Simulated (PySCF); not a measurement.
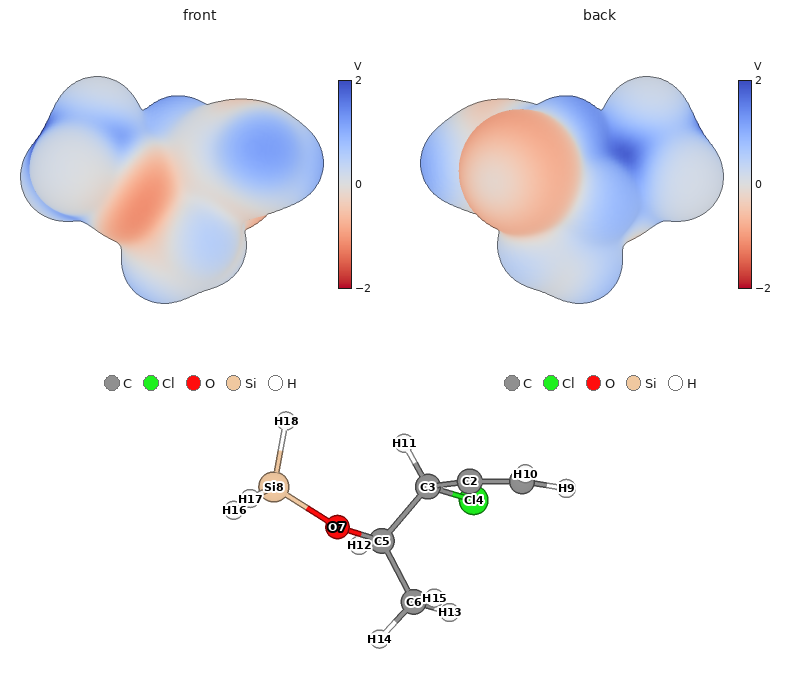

C5H10ClOSi (doublet). The electrostatic potential painted on the density surface at 0.002 e/bohr³, seen from the front and from behind; red is negative and blue positive. The bare structure is drawn below in the same view.

Geometry: GFN2-xTB.

Theory: UKS B3LYP, pcH-1 on C Cl H O Si, non-relativistic, mean-field spin-orbit, GIAO in PySCF 2.14.0, density-fitted response routines.

```yaml
atoms:
  - { symbol: C, position_ang: [-2.6827, 0.8836, 0.8807] }
  - { symbol: C, position_ang: [-1.4967, 0.3857, 0.8627] }
  - { symbol: C, position_ang: [-0.4948, -0.5698, 0.8069] }
  - { symbol: Cl, position_ang: [-1.3000, -2.3670, 0.7996] }
  - { symbol: C, position_ang: [0.3999, -0.5374, -0.4406] }
  - { symbol: C, position_ang: [-0.4094, -0.4199, -1.7256] }
  - { symbol: O, position_ang: [1.2553, 0.5635, -0.3423] }
  - { symbol: Si, position_ang: [2.6807, 0.7272, 0.4095] }
  - { symbol: H, position_ang: [-3.5791, 0.2683, 0.8685] }
  - { symbol: H, position_ang: [-2.8640, 1.9484, 0.9196] }
  - { symbol: H, position_ang: [0.1046, -0.6291, 1.7154] }
  - { symbol: H, position_ang: [0.9868, -1.4652, -0.4577] }
  - { symbol: H, position_ang: [-1.1084, -1.2474, -1.8005] }
  - { symbol: H, position_ang: [0.2634, -0.4370, -2.5786] }
  - { symbol: H, position_ang: [-0.9564, 0.5192, -1.7285] }
  - { symbol: H, position_ang: [3.6235, -0.3064, -0.0278] }
  - { symbol: H, position_ang: [3.0188, 2.0656, -0.0403] }
  - { symbol: H, position_ang: [2.5499, 0.6238, 1.8676] }
```

### Where is the surface potential most negative and most positive?

The most negative region (about −1.0 V, or −23 kcal/mol for a unit charge) lies over O7, the most positive (about +1.8 V, or +42 kcal/mol for a unit charge) over Si8. O7 is the likeliest acceptor of a hydrogen bond.
